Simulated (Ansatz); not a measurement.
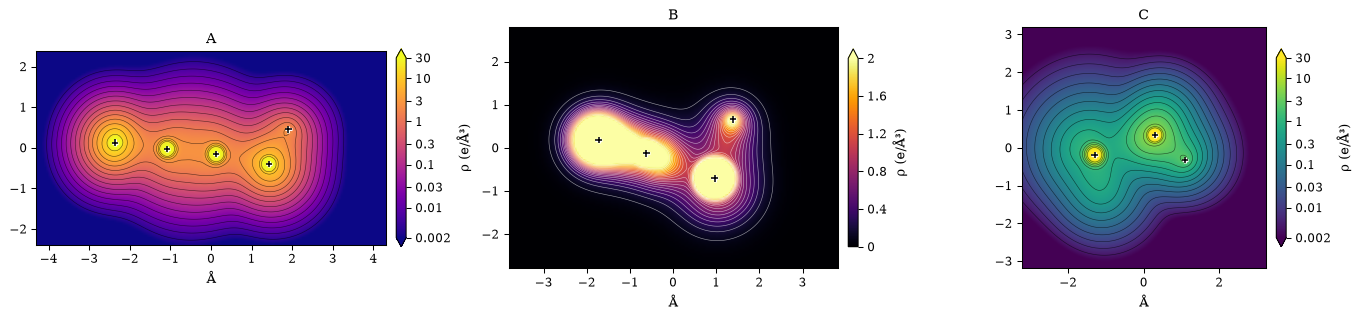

The total electron density of 3 systems, each on a plane through atoms (crosses mark nuclei in the plane).

Method: isolated molecule in a Gaussian basis; Kohn-Sham density functional theory, functional PBE0 in Ansatz 0.2.0.

System 1: CHOP (SMILES O=C=P), the molecular plane. Geometry: PBE0-D3(BJ)/def2-SVP.

```yaml
atoms:
  - { symbol: C, position_ang: [-1.1079, -0.7786, 2.5042] }
  - { symbol: O, position_ang: [-0.4756, -1.5485, 3.0849] }
  - { symbol: P, position_ang: [-2.1296, 0.2611, 1.6630] }
  - { symbol: H, position_ang: [-1.0290, 1.1751, 1.6047] }
```

System 2: C2HFO, the molecular plane. Geometry: PBE-D3(BJ)/def2-SVP.

```yaml
atoms:
  - { symbol: C, position_ang: [-1.0276, -0.7721, -2.8264] }
  - { symbol: C, position_ang: [-0.3239, -1.1231, -3.7554] }
  - { symbol: F, position_ang: [0.3052, -1.4417, -4.8420] }
  - { symbol: O, position_ang: [-1.6564, -0.3541, -1.7447] }
  - { symbol: H, position_ang: [-2.3176, -1.0251, -1.4824] }
```

System 3: BH4N, the plane of atoms B1, N2 and H5. Geometry: B3LYP-D3(BJ)/def2-SVP.

```xyz
6

B     0.5171   -1.4049    1.7478
N    -0.5569   -0.6966    0.6653
H    -0.8093   -1.3673   -0.0619
H     1.0168   -0.3592    2.1916
H    -0.3733    0.2230    0.2224
H    -1.4008   -0.6014    1.2502
```

Which map belongs to which system?

Answer. Panel A is system 2, C2HFO: the plane holds C, F, O and H. C–C (1.22 Å): the density is about 2.5 e/Å³ at the midpoint. Panel B is system 1, CHOP: the plane holds C, O, P and H. C–O (1.15 Å): the density is about 3.9 e/Å³ at the midpoint. Panel C is system 3, BH4N: the plane holds B, N and H. B–N (1.68 Å): ρ at the midpoint is about 1.1 e/Å³.
